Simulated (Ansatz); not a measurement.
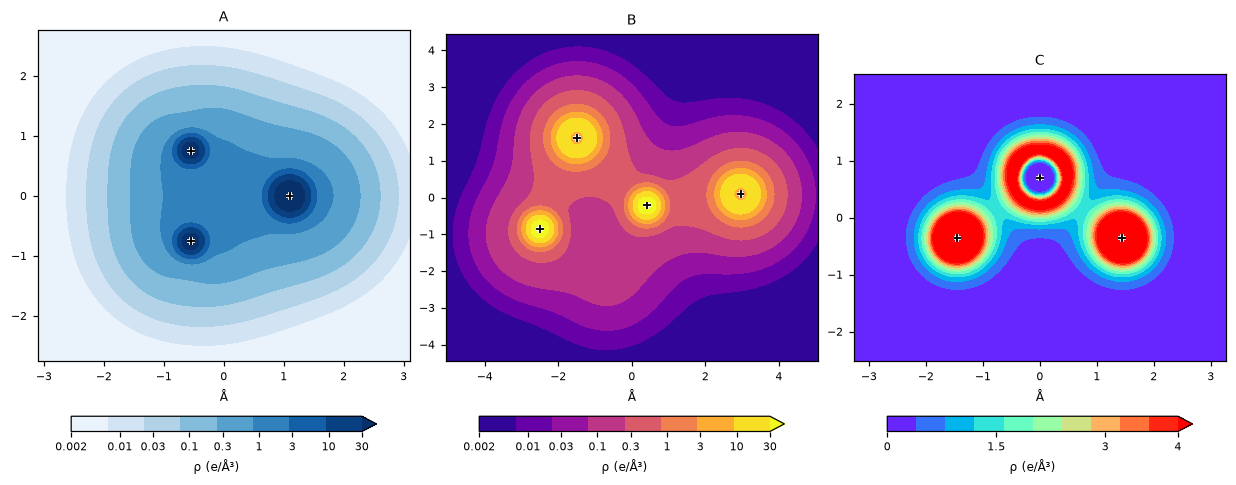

The electron density of 3 systems, each on a plane through atoms (crosses mark nuclei in the plane).

These are results of RKS PBE0-D4/def2-TZVP in Ansatz, not measurements.

System 1: B2P (charge +1), the molecular plane. Geometry: r2SCAN-D4/def2-TZVP.

```xyz
3

B    -0.7760    0.4859    0.1754
B    -0.2306   -0.7206   -0.5447
P     1.0066    0.2347    0.3693
```

System 2: HfO2, the molecular plane. Geometry: B3LYP-D4/def2-TZVP; core potentials replace the inner electrons of Hf.

```xyz
3

Hf    0.1566   -0.4511    0.5151
O     1.2587    0.0827   -0.7892
O    -1.4154    0.3684    0.2741
```

System 3: Al4Sb4, the plane of atoms Al2, Sb8 and Al4. Geometry: r2SCAN-D4/def2-SVP; core potentials replace the inner electrons of Sb.

```yaml
atoms:
  - { symbol: Al, position_ang: [-0.6432, -0.3242, 2.2569] }
  - { symbol: Al, position_ang: [1.5758, 2.1720, -1.3432] }
  - { symbol: Al, position_ang: [-0.7687, -2.3826, 0.6891] }
  - { symbol: Al, position_ang: [-0.7761, 0.5372, -0.5399] }
  - { symbol: Sb, position_ang: [1.0692, 1.6161, 1.3340] }
  - { symbol: Sb, position_ang: [-2.8364, -0.7194, 0.3362] }
  - { symbol: Sb, position_ang: [1.6697, -0.9235, -0.0659] }
  - { symbol: Sb, position_ang: [0.7098, 0.0243, -2.6672] }
```

> Which map belongs to which system?

Panel A is system 1, B2P: the plane holds B and P. B–B (1.51 Å): ρ is about 1 e/Å³ halfway. Panel B is system 3, Al4Sb4: the plane holds Al and Sb. Al–Sb (2.57 Å): ρ at the midpoint is about 0.43 e/Å³, with its minimum of 0.37 e/Å³ about 0.9 Å from Al. Panel C is system 2, HfO2: the plane holds Hf and O. Hf–O (1.79 Å): the density is about 1.4 e/Å³ at the midpoint.
